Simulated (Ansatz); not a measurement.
# Si2H4O (SMILES O[SiH]=[SiH2]): a rigid scan of the angle H4–O1–Si2

Aim: the energy along the angle H4–O1–Si2, from CCSD(T) and from cheaper methods, relative to the minimum. No other atom is relaxed.

The runs use Ansatz 0.2.0, Gaussian basis; single points in def2-TZVPP.

Levels: PBE-D4, r2SCAN-D4, PBE0-D4, B3LYP-D4, wB97M-V, Hartree-Fock, MP2, CCSD, CCSD(T). The scan takes 100.2, 104.7, 109.2, 113.7, 118.2, 122.7, 127.2, 131.7, 136.2°.

Correlated methods freeze the cores. B3LYP uses VWN-RPA correlation.

30 further runs of the same task are left out: 30 set aside as unsound or not needed.

## Step 1: The starting structure

SMILES `O[SiH]=[SiH2]`, 7 atoms, charge 0, spin multiplicity 1.

Atoms are counted from 1 here; the program's logs count them from 0.

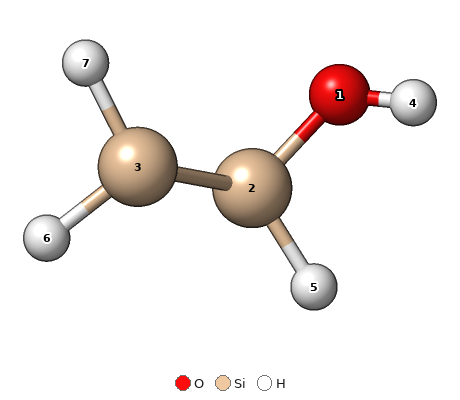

Start geometry, drawn with oxygen red, silicon light orange, hydrogen white; atoms are numbered from 1 in the order of the file.

Coordinates:

```xyz
7

O    -1.4281   -0.9676   -0.7215
Si   -0.4518    0.3311   -0.5714
Si    1.2551    0.1117    0.8173
H    -2.3277   -1.0080   -0.4039
H    -1.3747    1.4687   -0.3755
H     2.2525    1.1725    0.5697
H     2.0748   -1.1083    0.6853
```

## Step 2: Finding the minimum

File relax/in.yaml:

```yaml
crystal:
  periodic: [false, false, false]
  atoms:
    - {symbol: O, position_ang: [-1.428140, -0.967600, -0.721500]}
    - {symbol: Si, position_ang: [-0.451830, 0.331050, -0.571350]}
    - {symbol: Si, position_ang: [1.255140, 0.111670, 0.817250]}
    - {symbol: H, position_ang: [-2.327730, -1.008000, -0.403910]}
    - {symbol: H, position_ang: [-1.374720, 1.468730, -0.375520]}
    - {symbol: H, position_ang: [2.252460, 1.172460, 0.569740]}
    - {symbol: H, position_ang: [2.074820, -1.108310, 0.685290]}
basis:
  gaussian: {orbitals: def2-TZVP}
hamiltonian: {xc: pbe0, dispersion: d4}
relax: {f_tol: 0.005, max_steps: 200}
```

No record of the launch command was kept for these runs.

The runs that follow: Reference energies at the minimum; H4–O1–Si2 = 100.2°; H4–O1–Si2 = 104.7°; H4–O1–Si2 = 109.2°; H4–O1–Si2 = 113.7°; H4–O1–Si2 = 118.2°; H4–O1–Si2 = 122.7°; H4–O1–Si2 = 127.2°; H4–O1–Si2 = 131.7°; H4–O1–Si2 = 136.2°.

**Question.** What will these runs give? Wanted: highest point, CCSD(T); lowest point, CCSD(T); minimum along the scan, CCSD(T); RMS deviation from CCSD(T); largest T1 diagnostic.

The runs gave:

| quantity | value |
| --- | --- |
| highest point, CCSD(T) | 11.6 kJ/mol at 100.2° |
| lowest point, CCSD(T) | 0.0 kJ/mol at 118.2° |
| minimum along the scan, CCSD(T) | 117.4° |
| curvature there | 0.69 meV/deg² |
| RMS deviation from CCSD(T) | PBE-D4 0.7, r2SCAN-D4 0.6, PBE0-D4 0.7, B3LYP-D4 1.7, wB97M-V 1.1, Hartree-Fock 2.5, MP2 0.1, CCSD 0.5 kJ/mol |
| largest T1 diagnostic | 0.018 |

**Reading.** A polynomial through the near points puts the CCSD(T) minimum 0.8° below the PBE0-D4 value. Curvature against CCSD(T): PBE-D4 -9 %, Hartree-Fock +3 %. MP2 follows the CCSD(T) curve best and Hartree-Fock worst. The restricted Hartree–Fock reference is unstable towards an unrestricted one at one or more of these structures.
